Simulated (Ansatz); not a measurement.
Mg₂Sn (antifluorite type, space group Fm-3m)

```
CELL_PARAMETERS angstrom
      0.00000     3.37302     3.37302
      3.37302     0.00000     3.37302
      3.37302     3.37302     0.00000
ATOMIC_POSITIONS crystal
  Sn 0.00000 0.00000 0.00000
  Mg 0.25000 0.25000 0.25000
  Mg 0.75000 0.75000 0.75000
```

E(V) scan at fixed shape, V₀ the volume above. Symmetry pins the atoms to their sites.

Computed with PBEsol (plane waves to 420 eV, PAW, scalar-relativistic; Ansatz, a program for electronic structure). k mesh 12×12×12 (Γ-centred), Fermi-Dirac smearing 0.05 eV. E stands for the smeared free energy. At this level the bands of Mg2Sn touch or barely overlap; measurements give the solid a gap. Mg2Sn was relaxed with its symmetry unable to fall. The zero of ΔE is the relaxed starting cell.

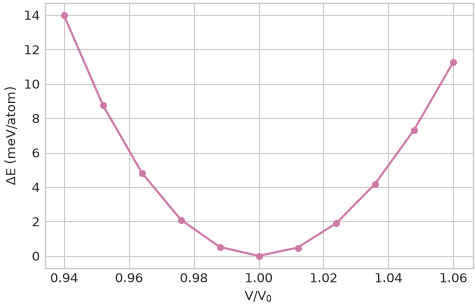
ΔE (meV/atom) against V/V₀; computed points joined by lines.

Question: What is ΔE at V/V₀ = 1.060?

Answer: About 11 meV/atom.

Question: What bulk modulus B₀ follows from a third-order Birch-Murnaghan fit?

Answer: About 43 GPa.

Question: What is ΔE at V/V₀ = 0.940?

Answer: About 14 meV/atom.

(A scan under strain: stresses follow from slopes of the energy per volume, elastic moduli from its curvatures.)
